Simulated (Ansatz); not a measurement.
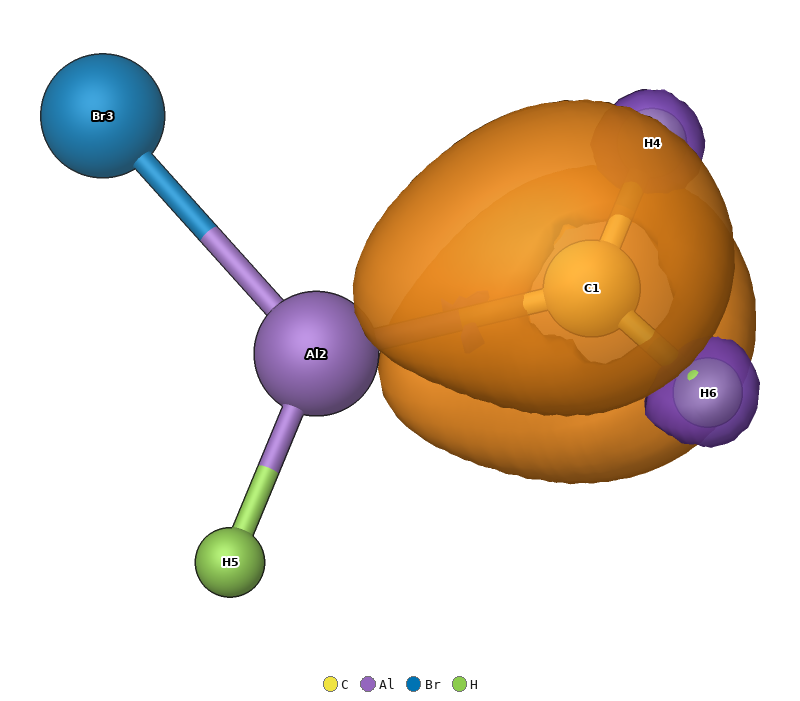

The picture shows: CH3AlBr (doublet). Isosurfaces of the spin density at +0.02 (orange) and −0.02 e/Å³ (purple), seen at a tilt.

Geometry: r2SCAN-D4/def2-SVP.

These are results of isolated molecule in a Gaussian basis; Kohn-Sham density functional theory, functional PBE0 in Ansatz, not measurements.

```xyz
6

C     1.1898    0.0901   -0.6553
Al   -0.6705    0.4321   -0.3184
Br   -1.2234    2.3802    0.6984
H     2.0007    0.7807   -0.3848
H    -1.8355   -0.5594   -0.7058
H     1.5673   -0.8208   -1.1419
```

Question: Where is the unpaired spin?

Answer: The unpaired spin (1 electron) lies mostly on C1 (about 0.7) and Al2 (about 0.2), in electrons by Hirshfeld's partition.
